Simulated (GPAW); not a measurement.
**Dielectric function and optical constants of KS3Br (model structure)**

Wanted: where KS3Br (model structure) starts to absorb, how strongly, and its refractive index. The structure is a model built here, which may or may not match a known phase. It was built so: All Cl replaced by Br and O replaced by S in the R3m structure of KClO3. The cell given below was relaxed beforehand with Ansatz.

Calculated with GPAW 26.7.0; DFT, LDA, plane-wave PAW (GPAW data sets), scalar-relativistic, RPA, optical limit.

### Step 1. The starting structure

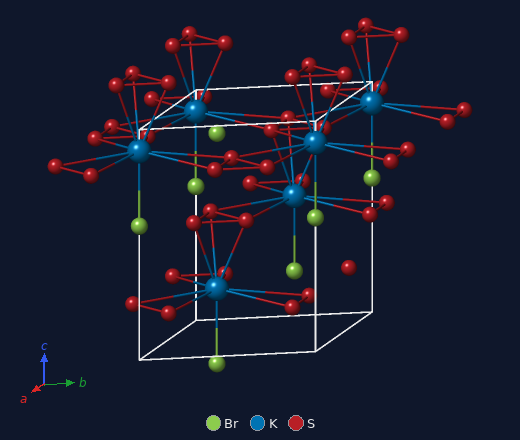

The cell as given, slightly off an axis (bromine green, potassium blue, sulfur red). This picture shows the conventional cell, with its axes. Bonds to atoms that aren't drawn are left out. Some periodic images of atoms are drawn too.

### Step 2. Ground state

First the ground state: is it a metal or has it a gap?

This step: DFT, LDA, plane-wave PAW (GPAW data sets), scalar-relativistic, ground state (GPAW 26.7.0).

File gs.py:

```python
from ase import Atoms
from ase.dft.bandgap import bandgap
from gpaw import GPAW, PW, FermiDirac

atoms = Atoms(['Br', 'K', 'S', 'S', 'S'],
              cell=[[3.56844815, 2.06024450, 3.13351222],
                    [-3.56844815, 2.06024450, 3.13351222],
                    [0.00000000, -4.12048900, 3.13351222]],
              scaled_positions=[[0.58119063, 0.58119063, 0.58119063],
                                [0.90672641, 0.90672641, 0.90672641],
                                [0.31150227, 0.31150227, 0.01404242],
                                [0.31150227, 0.01404242, 0.31150227],
                                [0.01404242, 0.31150227, 0.31150227]],
              pbc=[True, True, True])
atoms.calc = GPAW(mode=PW(400), xc='LDA', kpts={'size': (5, 5, 5), 'gamma': True},
                  occupations=FermiDirac(0.05), maxiter=150, txt='gs.txt')
print('energy (eV)', atoms.get_potential_energy())
print('Fermi level (eV)', atoms.calc.get_fermi_level())
print('valence electrons', atoms.calc.get_number_of_electrons())
print('gap (eV)', bandgap(atoms.calc, output=None)[0])
print('direct gap (eV)', bandgap(atoms.calc, direct=True, output=None)[0])
atoms.calc.write('gs.gpw')
```

Started as:

```
$ OMP_NUM_THREADS=1 python gs.py
```

Numbers of over 12 decimals in the logs are rounded to 6 here.

The program printed:

```text
__  _  _
 | _ |_)|_||  |
 |__||  | ||/\| - 26.7.0

Versions:
  Python: 3.12.14
  ASE:    3.29.0
  Numpy:  2.5.5
  Scipy:  1.18.1
  Libxc:  7.0.0

Input parameters:
  mode=PW(ecut=400.0),
  kpts=MonkhorstPack(size=(5, 5, 5), gamma=True),
  maxiter=150,
  occupations=Occupations(name='fermi-dirac', width=0.05, fixmagmom=False),
  xc=XC(name='LDA')

Diagonalizing LCAO Hamiltonian
Converting LCAO to pw mode

          K

          Br

           S
       S    S

Atoms  # Å, Bohr magnetons
|   | symbol |         x |         y |        z |    initial magnetic moments |
| 0 |     Br | -0.000000 | -0.000000 | 5.463504 | ( 0.0000,  0.0000,  0.0000) |
| 1 |      K | -0.000000 | -0.000000 | 8.523715 | ( 0.0000,  0.0000,  0.0000) |
| 2 |      S | -0.000000 |  1.225680 | 1.996194 | ( 0.0000,  0.0000,  0.0000) |
| 3 |      S |  1.061470 | -0.612840 | 1.996194 | ( 0.0000,  0.0000,  0.0000) |
| 4 |      S | -1.061470 | -0.612840 | 1.996194 | ( 0.0000,  0.0000,  0.0000) |

Unit cell  # Å
| periodic |         x |         y |        z |  lengths |    angles |
|      yes |  3.568448 |  2.060245 | 3.133512 | 5.176614 | 87.155814 |
|      yes | -3.568448 |  2.060245 | 3.133512 | 5.176614 | 87.155814 |
|      yes |  0.000000 | -4.120489 | 3.133512 | 5.176614 | 87.155814 |

Number of symmetries: 6
Symmetry operations  # r_c * U_cc + t_c -> r_c
|   | kind |            matrix            |
| 0 |  E   |  1, 0, 0,  0, 1, 0,  0, 0, 1 |
| 1 |  σ   |  1, 0, 0,  0, 0, 1,  0, 1, 0 |
| 2 |  σ   |  0, 1, 0,  1, 0, 0,  0, 0, 1 |
| 3 |  C3  |  0, 1, 0,  0, 0, 1,  1, 0, 0 |
| 4 |  C3  |  0, 0, 1,  1, 0, 0,  0, 1, 0 |
| 5 |  σ   |  0, 0, 1,  0, 1, 0,  1, 0, 0 |

BZ-sampling:
  Number of BZ points: 125
  Number of IBZ points: 19

  Monkhorst-Pack size: [5, 5, 5]
  Monkhorst-Pack shift: [0, 0, 0]

K-points  # in reciprocal-cell coordinates
|     |                                coordinates |     weight |
|   0 | (  0.00000000,   0.00000000,   0.00000000) | 0.00800000 |
|   1 | (  0.20000000,   0.00000000,  -0.20000000) | 0.04800000 |
|   2 | (  0.20000000,   0.00000000,   0.00000000) | 0.04800000 |
|   3 | (  0.20000000,   0.20000000,  -0.20000000) | 0.04800000 |
|   4 | (  0.20000000,   0.20000000,   0.00000000) | 0.04800000 |
|   5 | (  0.20000000,   0.20000000,   0.20000000) | 0.01600000 |
|   6 | (  0.40000000,  -0.20000000,  -0.20000000) | 0.04800000 |
|   7 | (  0.40000000,   0.00000000,  -0.40000000) | 0.04800000 |
|   8 | (  0.40000000,   0.00000000,  -0.20000000) | 0.09600000 |
|   9 | (  0.40000000,   0.00000000,   0.00000000) | 0.04800000 |
| ... |                                            |            |
|  18 | (  0.40000000,   0.40000000,   0.40000000) | 0.01600000 |

Plane wave coefficients: 2555
Cutoff: 400.0 eV

Spin-components: 1 (collinear spins)
Bands:           21
Projectors:      25
Spin-degeneracy: 2
Datatype:        complex128

Parallelization:
  kpt:    1
  domain: 1
  band:   1

Density:
  Valence electrons: 34.0
  Components: 1
  Grid points: [24 24 24]
  Charge: 0.0  # |e|

Potential:
  Grid points: [24 24 24]

species:
  Br:
    name:    Bromine
    id:
    Z:       35.0
    valence: 7
    core:    28
    charge:  0.0  # [|e|]
    compensation charges:
      type: gauss
      rc: 0.35  # [Å]
      lmax: 2
    cutoffs:
      filter: 1.98  # [Å]
      core: 2.38  # [Å]
    projectors
    | kind |    occ | energy [eV] | rcut [Å] |
    |   4s |  2.000 |     -20.306 |    1.111 |
    |   4p |  5.000 |      -8.003 |    1.111 |
    |    s |        |       6.906 |    1.111 |
    |    p |        |      19.208 |    1.111 |
    |    d |        |       0.000 |    1.111 |

    Using partial waves for Br as LCAO basis

  K:
    name:    Potassium
    id:
    Z:       19.0
    valence: 9
    core:    10
    charge:  0.0  # [|e|]
    compensation charges:
      type: gauss
      rc: 0.35  # [Å]
      lmax: 2
    cutoffs:
      filter: 1.91  # [Å]
      core: 1.27  # [Å]
    projectors
    | kind |    occ | energy [eV] | rcut [Å] |
    |   3s |  2.000 |     -35.177 |    1.122 |
    |   4s |  1.000 |      -2.428 |    1.122 |
    |   3p |  6.000 |     -18.839 |    1.106 |
    |    p |        |       8.373 |    1.106 |
    |    d |        |       0.000 |    0.937 |

    Using partial waves for K as LCAO basis

  S:
    name:    Sulfur
    id:
    Z:       16.0
    valence: 6
    core:    10
    charge:  0.0  # [|e|]
    compensation charges:
      type: gauss
      rc: 0.24  # [Å]
      lmax: 2
    cutoffs:
      filter: 1.77  # [Å]
      core: 1.66  # [Å]
    projectors
    | kind |    occ | energy [eV] | rcut [Å] |
    |   3s |  2.000 |     -17.278 |    0.974 |
    |   3p |  4.000 |      -7.106 |    0.979 |
    |    s |        |       9.933 |    0.974 |
    |    p |        |      20.105 |    0.979 |
    |    d |        |       0.000 |    0.900 |

    Using partial waves for S as LCAO basis

Reference energy: -119626.966204  # eV

eigensolver:
  PPCG
  Converge bands: occupied
  niter=2

density mixing:
  MSR1-Mixer
  Pratt-step length: 0.05
  Maximum mixing coefficient: 0.75
  Old densities: 10
  SVD Regularization: 0.005
  Good broyden scale: 1.0
  Trust region scale: 1.0
  Backstep threshold: 4.0
  History deletion threshold: 6.0
  Fourier metric: weight=20.0, sigma=0.015

occupation numbers:
  Fermi-Dirac:
    width: 0.0500  # eV

poisson solver:
  ecut: 3200.0  # eV

xc functional:
  name: None

convergence criteria:
- Maximum [total energy] change in last 3 cyles: 0.0005 eV / valence electron
- Maximum integral of absolute [dens]ity change: 0.0001 electrons / valence electron
- Maximum integral of absolute [eigenst]ate change: 4e-08 eV^2 / valence electron
maximum number of iterations: 150

SCF iterations
|iter     |      energy | eigst |  dens |
|iter:   1||  -19.220407 | +0.02 |       |
|iter:   2||  -19.191918 | -1.73 | -1.13 |
|iter:   3||  -18.767615 | -1.76 | -1.17 |
|iter:   4||  -18.740410 | -2.62 | -1.68 |
|iter:   5||  -18.738549 | -3.86 | -2.15 |
|iter:   6||  -18.738339c| -4.55 | -2.61 |
|iter:   7||  -18.738253c| -5.30 | -3.13 |
|iter:   8||  -18.738251c| -6.69 | -3.69 |
|iter:   9||  -18.738251c| -8.15c| -4.32c|

Converged in 9 steps
SCF loop duration: 14.459 s (1.607 s/step)
Energy contributions relative to reference atoms: (reference = -119626.966204)

Energy contributions:
  Kinetic:          16.120776
  Coulomb:         -13.906699
  Zero:             -0.516507
  External:          0.000000
  Xc:              -20.435820
  Entropy:          -0.000002
  Spinorbit:         0.000000
  ----------------------------
  Free energy:     -18.738252
  Extrapolated:    -18.738251

dipole moment: (-0.000000, 0.000000, -14.499021)  # |e|*Ang

Fermi level: 2.980
Eigenvalues  # (at kpt = [0.000, 0.000, 0.000])
| band index |      eig [eV] | occ [0-2] |
|          0 |       -26.808 |     2.000 |
|        ... |               |           |
|          9 |        -2.143 |     2.000 |
|         10 |        -2.143 |     2.000 |
|         11 |        -1.477 |     2.000 |
|         12 |         0.898 |     2.000 |
|         13 |         1.003 |     2.000 |
|         14 |         1.003 |     2.000 |
|         15 |         1.429 |     2.000 |
|         16 |         1.429 |     2.000 |
|         17 |         3.627 |     0.000 |
|         18 |         5.253 |     0.000 |
|         19 |         5.253 |     0.000 |
|         20 |         6.281 |     0.000 |

Gap: 1.235 eV
Transition (v -> c):
  (s=0, k=14, n=16, [0.40, 0.40, -0.40]) -> (s=0, k=9, n=17, [0.40, 0.00, 0.00])
Direct/indirect transitions are different
Direct gap: 1.428 eV
Transition at: (s=0, k=9, n=16, [0.40, 0.00, 0.00])

--- standard output ---
energy (eV) -18.738251
Fermi level (eV) 2.980363
valence electrons 34.0
gap (eV) 1.234957
direct gap (eV) 1.427694
```

It took 16 s on 1 thread of Arm Neoverse V1, shared host; peak memory 0.17 GiB.

Numbers from this step:

```
energy                 : -18.74 eV
Fermi energy           : 2.980 eV
gap on the k-mesh      : 1.235 eV
direct gap on the mesh : 1.428 eV
electrons              : 34
```

There is a gap, 1.23 eV on this mesh (points off the mesh can give less), so no carriers' term is needed.

### Step 3. Bands for the response

The response needs many more empty bands than the density does.

This step: DFT, LDA, plane-wave PAW (GPAW data sets), scalar-relativistic, bands at fixed density (GPAW 26.7.0).

File nscf.py:

```python
from ase.dft.bandgap import bandgap
from gpaw import GPAW, FermiDirac

calc = GPAW('gs.gpw').fixed_density(kpts={'size': (6, 6, 6), 'gamma': True}, nbands=47, convergence={'bands': 41},
                                    occupations=FermiDirac(0.001), txt='nscf.txt')
print('gap (eV)', bandgap(calc, output=None)[0])
print('direct gap (eV)', bandgap(calc, direct=True, output=None)[0])
calc.write('full.gpw', mode='all')
```

Started as:

```
$ OMP_NUM_THREADS=1 python nscf.py
```

The program printed:

```text
Diagonalizing LCAO Hamiltonian
Converting LCAO to pw mode
convergence criteria:
- Maximum integral of absolute [eigenst]ate change: 4e-08 eV^2 / valence electron
maximum number of iterations: 150

SCF iterations
|iter     |      energy | eigst |  dens |
|iter:   1||             | +3.04 |       |
|iter:   2||             | +1.78 |       |
|iter:   3||             | +0.95 |       |
|iter:   4||             | +0.04 |       |
|iter:   5||             | -0.73 |       |
|iter:   6||             | -1.46 |       |
|iter:   7||             | -2.15 |       |
|iter:   8||             | -2.81 |       |
|iter:   9||             | -3.51 |       |
|iter:  10||             | -4.18 |       |
|iter:  11||             | -4.88 |       |
|iter:  12||             | -5.56 |       |
|iter:  13||             | -6.25 |       |
|iter:  14||             | -6.90 |       |
|iter:  15||             | -7.35 |       |
|iter:  16||             | -7.68c|       |
SCF steps: 16
  __  _  _
 | _ |_)|_||  |
 |__||  | ||/\| - 26.7.0

Versions:
  Python: 3.12.14
  ASE:    3.29.0
  Numpy:  2.5.5
  Scipy:  1.18.1
  Libxc:  7.0.0

Input parameters:
  mode=PW(ecut=400.0),
  convergence={'bands': 41},
  gpts=array([24, 24, 24]),
  kpts=MonkhorstPack(size=(6, 6, 6), gamma=True),
  maxiter=150,
  nbands=47,
  occupations=Occupations(name='fermi-dirac', width=0.001, fixmagmom=False),
  parallel={},
  xc=XC(name='LDA')

--- standard output ---
gap (eV) 1.227656
direct gap (eV) 1.341792
```

The job ended after 95 s (1 thread; peak memory 0.24 GiB).

Read-outs, printed or worked out from the files:

| Property | Result |
| --- | --- |
| gap on the k-mesh | 1.228 eV |
| direct gap on the mesh | 1.342 eV |

### Step 4. Dielectric function, RPA

Transitions between filled and empty bands, summed over the zone, give the optical response, so mesh, band count and broadening shape it.

The induced potential is part of this response.

This step: DFT, LDA, plane-wave PAW (GPAW data sets), scalar-relativistic, RPA, optical limit (GPAW 26.7.0).

File df.py:

```python
from gpaw.response.df import DielectricFunction

df = DielectricFunction('full.gpw', frequencies={'type': 'nonlinear', 'domega0': 0.03, 'omega2': 8},
                        ecut=50,
                        eta=0.2,
                        nbands=41,
                        txt='df.txt')
for direction in ['x', 'z']:
    df.get_dielectric_function(xc='RPA', direction=direction, filename=f'df_{direction}.csv')
```

Started as:

```
$ OMP_NUM_THREADS=1 python df.py
```

The program printed:

```text
Using integrator: PointIntegrator
NonLinearFrequencyDescriptor(from 0.000 to 43.870 eV, 448 points)
Nonperiodic BCs:  [False False False]
Using integrator: PointIntegrator
NonLinearFrequencyDescriptor(from 0.000 to 43.870 eV, 448 points)
Nonperiodic BCs:  [False False False]

Calculating chi0 body with:
    Ground state adapter containing:
    Number of spins: 1
    Number of kpoints: 216
    Number of irreducible kpoints: 32
    Number of completely occupied states: 17
    Number of partially occupied states: 17

    Linear response parametrization:
    q_c: [0.0, 0.0, 0.0]
    Number of frequency points: 448
    Planewave cutoff: 50.0
    Number of bands: 41
    Number of planewaves: 99
    Broadening (eta): 0.2

Integrating chi0 body.

Symmetries of q_c:
    Direct symmetries (Uq -> q): 6
    Indirect symmetries (TUq -> q): 6
In total 12 allowed symmetries.

32 groups of equivalent kpoints. 85.185185% reduction.

Integral kind: spectral function

Calculating chi0 optical extensions with:
    Ground state adapter containing:
    Number of spins: 1
    Number of kpoints: 216
    Number of irreducible kpoints: 32
    Number of completely occupied states: 17
    Number of partially occupied states: 17

    Linear response parametrization:
    Number of frequency points: 448
    Planewave cutoff: 50.0
    Number of bands: 41
    Number of planewaves: 99
    Broadening (eta): 0.2
Integrating chi0 head and wings.

Symmetries of q_c:
    Direct symmetries (Uq -> q): 6
    Indirect symmetries (TUq -> q): 6
In total 12 allowed symmetries.

32 groups of equivalent kpoints. 85.185185% reduction.

Integral kind: spectral function wings
```

Wall time 14 s (1 thread); peak memory 0.46 GiB.

Numbers from this step:

```
electronic dielectric constant ε∞, mean over x, y and z (by symmetry where fewer were run) : 4.887
main peak of Im epsilon, first axis                                                        : 3.775 eV
```

Values under the direct gap are tails of Lorentzian lines. Im ε against photon energy; read off at these points:

| photon energy (eV) | E ∥ x | E ∥ z |
| --- | --- | --- |
| 0.00 | 0 | 0 |
| 0.50 | 0.0760 | 0.0168 |
| 1.00 | 0.196 | 0.0487 |
| 1.50 | 0.596 | 0.229 |
| 2.00 | 1.60 | 0.321 |
| 2.50 | 3.85 | 0.460 |
| 3.00 | 4.89 | 0.516 |
| 3.50 | 6.46 | 0.523 |
| 3.76 | 8.65 | 0.696 |
| 4.00 | 7.69 | 0.911 |
| 4.50 | 5.15 | 0.447 |
| 5.00 | 1.96 | 0.441 |
| 5.50 | 1.61 | 0.549 |
| 6.00 | 1.98 | 1.22 |
| 6.50 | 2.82 | 2.11 |
| 7.00 | 3.17 | 2.86 |
| 7.50 | 2.61 | 3.60 |
| 7.67 | 2.38 | 3.82 |
| 8.00 | 2.11 | 3.31 |
| 8.50 | 2.06 | 2.68 |
| 9.00 | 1.65 | 2.17 |
| 9.50 | 2.19 | 2.22 |
| 10.00 | 2.66 | 1.99 |
| 10.50 | 2.22 | 1.66 |
| 11.00 | 2.10 | 2.08 |
| 11.50 | 1.95 | 1.92 |
| 12.00 | 1.63 | 1.80 |

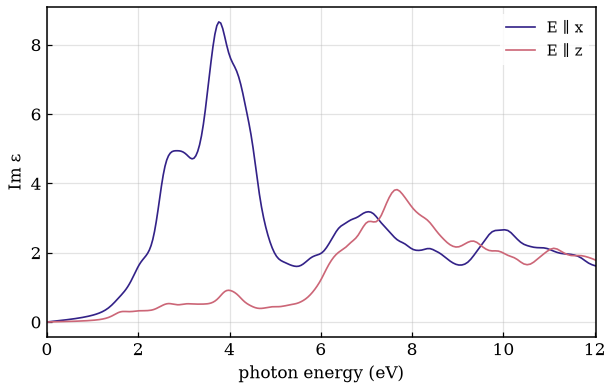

Im ε against photon energy.

Table of Re ε by photon energy:

| photon energy (eV) | E ∥ x | E ∥ z |
| --- | --- | --- |
| 0 | 5.80 | 3.06 |
| 1 | 6.20 | 3.14 |
| 2 | 7.48 | 3.17 |
| 3 | 5.96 | 3.13 |
| 4 | 1.64 | 3.04 |
| 5 | -0.0348 | 3.32 |
| 6 | 2.09 | 4.35 |
| 7 | 1.48 | 3.68 |
| 8 | 0.880 | 1.66 |
| 9 | 1.16 | 1.38 |
| 10 | 0.961 | 1.08 |
| 11 | 0.439 | 1.31 |
| 12 | 0.221 | 0.764 |

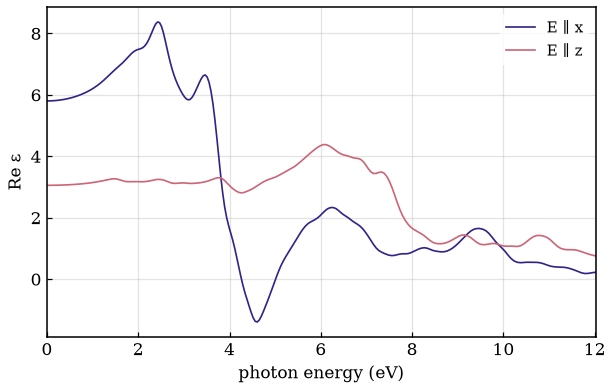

Re ε against photon energy.

The loss function −Im 1/ε at q → 0 has structure finer than the step of the table below, so its rows give means over 0.5 eV, whole bins alone (the curve runs from 0 to 12.0 eV). Peaks (eV: height): E ∥ x 5.08: 0.537, 8.77: 0.438; E ∥ z 10.38: 0.414.

Values under the direct gap are tails of Lorentzian lines. Table of loss function −Im 1/ε at q → 0 by energy loss; means over each step:

| energy loss (eV) | E ∥ x | E ∥ z |
| --- | --- | --- |
| 0.5 | 0.00221 | 0.00183 |
| 1.0 | 0.00524 | 0.00528 |
| 1.5 | 0.0128 | 0.0208 |
| 2.0 | 0.0264 | 0.0311 |
| 2.5 | 0.0480 | 0.0427 |
| 3.0 | 0.0797 | 0.0512 |
| 3.5 | 0.0796 | 0.0520 |
| 4.0 | 0.122 | 0.0832 |
| 4.5 | 0.198 | 0.0538 |
| 5.0 | 0.462 | 0.0388 |
| 5.5 | 0.366 | 0.0392 |
| 6.0 | 0.240 | 0.0614 |
| 6.5 | 0.228 | 0.100 |
| 7.0 | 0.264 | 0.130 |
| 7.5 | 0.350 | 0.161 |
| 8.0 | 0.395 | 0.239 |
| 8.5 | 0.406 | 0.310 |
| 9.0 | 0.397 | 0.329 |
| 9.5 | 0.299 | 0.351 |
| 10.0 | 0.337 | 0.387 |
| 10.5 | 0.421 | 0.385 |
| 11.0 | 0.459 | 0.353 |
| 11.5 | 0.506 | 0.416 |

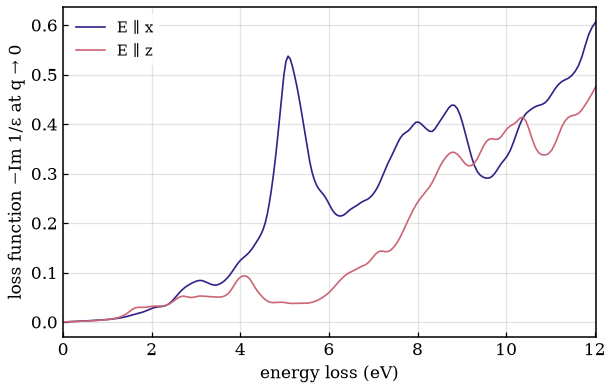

Loss function −Im 1/ε at q → 0, plotted against energy loss.

Reflectivity at normal incidence against photon energy; read off at these points:

| photon energy (eV) | E ∥ x (%) | E ∥ z (%) |
| --- | --- | --- |
| 0.0 | 17.1 | 7.41 |
| 1.0 | 18.2 | 7.78 |
| 2.0 | 22.3 | 8.02 |
| 3.0 | 25.0 | 8.07 |
| 4.0 | 34.1 | 8.44 |
| 4.6 | 37.6 | 7.53 |
| 5.0 | 20.3 | 8.72 |
| 6.0 | 10.3 | 13.4 |
| 7.0 | 17.6 | 16.2 |
| 7.2 | 18.3 | 15.9 |
| 7.7 | 15.2 | 19.3 |
| 8.0 | 13.3 | 17.9 |
| 9.0 | 8.99 | 11.9 |
| 10.0 | 16.3 | 11.6 |
| 10.2 | 17.3 | 10.8 |
| 11.0 | 16.1 | 11.5 |
| 11.2 | 15.9 | 12.4 |
| 12.0 | 15.6 | 11.8 |

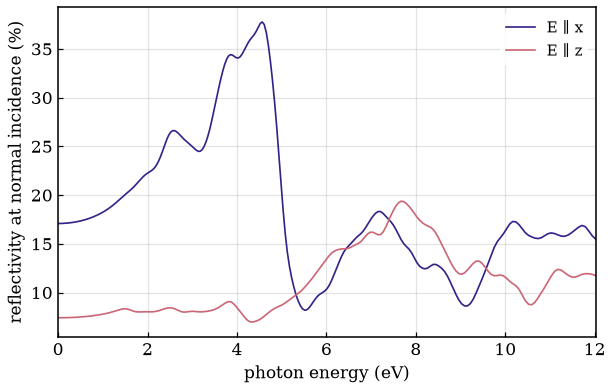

Reflectivity at normal incidence against photon energy.

The refractive index n and extinction k by photon energy:

| photon energy (eV) | n, E ∥ x | k, E ∥ x | n, E ∥ z | k, E ∥ z |
| --- | --- | --- | --- | --- |
| 0 | 2.41 | 0 | 1.75 | 0 |
| 1 | 2.49 | 0.0394 | 1.77 | 0.0137 |
| 2 | 2.75 | 0.291 | 1.78 | 0.0901 |
| 3 | 2.61 | 0.935 | 1.78 | 0.145 |
| 4 | 2.18 | 1.77 | 1.76 | 0.258 |
| 5 | 0.982 | 0.999 | 1.83 | 0.121 |
| 6 | 1.58 | 0.628 | 2.11 | 0.289 |
| 7 | 1.58 | 1.01 | 2.04 | 0.700 |
| 8 | 1.26 | 0.838 | 1.64 | 1.01 |
| 9 | 1.26 | 0.656 | 1.41 | 0.771 |
| 10 | 1.38 | 0.966 | 1.29 | 0.768 |
| 11 | 1.14 | 0.923 | 1.37 | 0.757 |
| 12 | 0.965 | 0.843 | 1.17 | 0.771 |

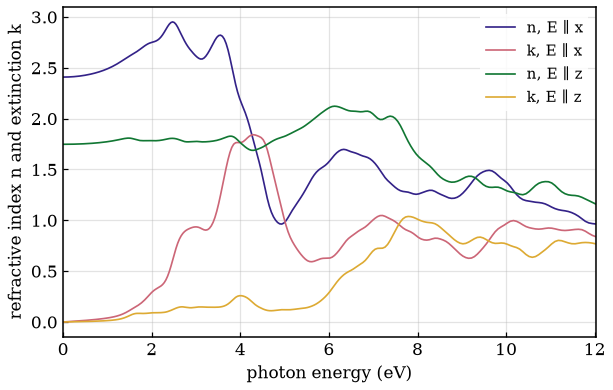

Refractive index n and extinction k against photon energy.

At chosen wavelengths:

| wavelength (nm) | n x | k x | R (%) x | 1/α x | n z | k z | R (%) z | 1/α z |
| --- | --- | --- | --- | --- | --- | --- | --- | --- |
| 1550 | 2.46 | 0.028 | 17.8 | 4.4 µm | 1.76 | 0.009 | 7.6 | 14 µm |
| 800 | 2.63 | 0.127 | 20.3 | 502 nm | 1.81 | 0.073 | 8.3 | 873 nm |
| 450 | 2.75 | 0.895 | 26.0 | 40 nm | 1.77 | 0.146 | 8.0 | 246 nm |
| 365 | 2.75 | 0.995 | 26.9 | 29 nm | 1.78 | 0.145 | 8.1 | 200 nm |
| 308 | 2.15 | 1.767 | 34.1 | 14 nm | 1.75 | 0.258 | 8.3 | 95 nm |
| 248 | 0.98 | 1.000 | 20.3 | 20 nm | 1.83 | 0.121 | 8.7 | 163 nm |
| 193 | 1.69 | 0.814 | 14.4 | 19 nm | 2.08 | 0.491 | 14.5 | 31 nm |

Below the direct gap, k and the depth come from the tails of the Lorentzian lines, not from transitions.

Rows near the edge hang on the gap, which this functional as a rule makes too small, and phonon-assisted absorption is left out.

### Step 5. What came out

| Property | Result |
| --- | --- |
| electronic dielectric constant ε∞, mean over x, y and z (by symmetry where fewer were run) (RPA) | 4.89 |
| main peak of Im epsilon, first axis | 3.78 eV |

In words: At this level (LDA, RPA) KS3Br has a mean ε∞ = 4.89 and n = 2.46 at 1550 nm (E ∥ x), and Im ε peaks at 3.8 eV (E ∥ x). On the mesh the gap is 1.23 eV and the least direct gap 1.34 eV, so on this mesh the band edges lie at different points. Local fields change the static value along x from 7.38 to 5.80 (-21 %). Distinct maxima of Im ε, read by a parabola through the highest points, lie at 3.78 eV (8.7), 7.04 eV (3.2) and 10.01 eV (2.7) for E ∥ x. The static values by axis are 5.80 (x), 3.06 (z). Excitons and phonon-assisted transitions are missing; LDA gaps are as a rule too small, which pulls the onset down and ε∞ up. The sum runs over mesh points, so small or evenly spaced maxima can still be ripples of the mesh. The curves end at 12 eV, about where the summed bands run out. Besides steps told in other documents, this task had 1 run with a known fault of program or setting; those not told in a step above aren't shown.

[Machine, clock and banner lines and Python warnings are left out of the logs.]

[Logs are printed without paths, hosts, clocks, repeated set-up lines and the standing remarks that a program may print on its own settings, such as how far it seeks lower states.]

[Hosts, paths, dates, database ids (printed as entryN), source tags and the programs' standing remarks are cut or masked in the printed files.]
